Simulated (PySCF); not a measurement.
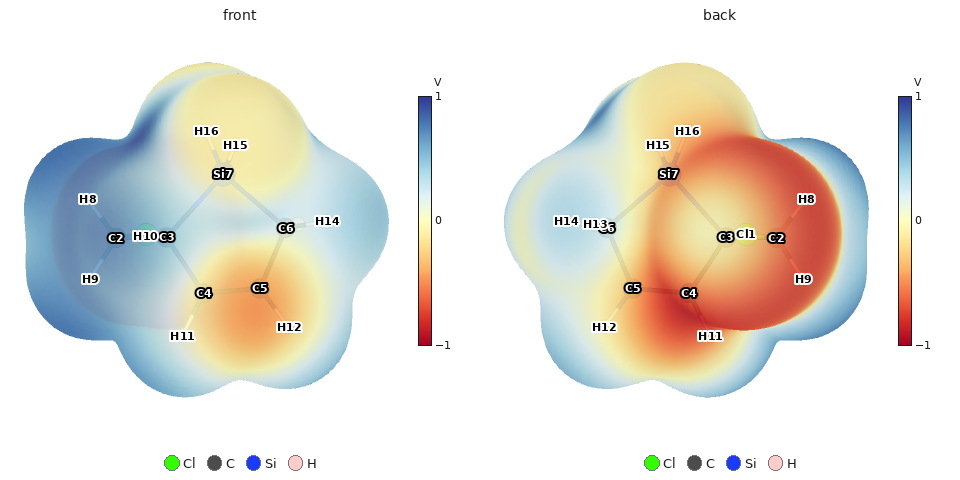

C$_{5}$H$_{9}$ClSi (SMILES ClC[C@H]1C=CC[SiH2]1). The electrostatic potential painted on the density surface at 0.001 e/bohr³, seen from the front and from behind; red is negative and blue positive.

Geometry: GFN2-xTB.

Method: CAM-B3LYP/def2-SVPD, SCF density, gas phase in PySCF 2.14.0.

```yaml
atoms:
  - { symbol: Cl, position_ang: [1.2710, -0.9595, 1.8832] }
  - { symbol: C, position_ang: [1.9503, -0.3469, 0.3548] }
  - { symbol: C, position_ang: [0.8366, 0.1839, -0.5308] }
  - { symbol: C, position_ang: [-0.0792, -0.9329, -0.9501] }
  - { symbol: C, position_ang: [-1.3362, -0.9190, -0.5434] }
  - { symbol: C, position_ang: [-1.8171, 0.2185, 0.3062] }
  - { symbol: Si, position_ang: [-0.3384, 1.4171, 0.3556] }
  - { symbol: H, position_ang: [2.6607, 0.4368, 0.6189] }
  - { symbol: H, position_ang: [2.4802, -1.1831, -0.1063] }
  - { symbol: H, position_ang: [1.3195, 0.6126, -1.4150] }
  - { symbol: H, position_ang: [0.3325, -1.7322, -1.5507] }
  - { symbol: H, position_ang: [-2.0365, -1.7021, -0.7979] }
  - { symbol: H, position_ang: [-2.0959, -0.1534, 1.2935] }
  - { symbol: H, position_ang: [-2.7197, 0.6565, -0.1215] }
  - { symbol: H, position_ang: [-0.5462, 2.5963, -0.4930] }
  - { symbol: H, position_ang: [0.1109, 1.8163, 1.6850] }
```

Which sites attract a positive test charge, and which a negative one?

A positive charge is drawn to the negative regions and a negative charge to the positive ones. The most negative region (about −0.9 V) lies over Cl1, C4 and C5, the most positive (about +0.8 V) over Si7, H8 and H9.
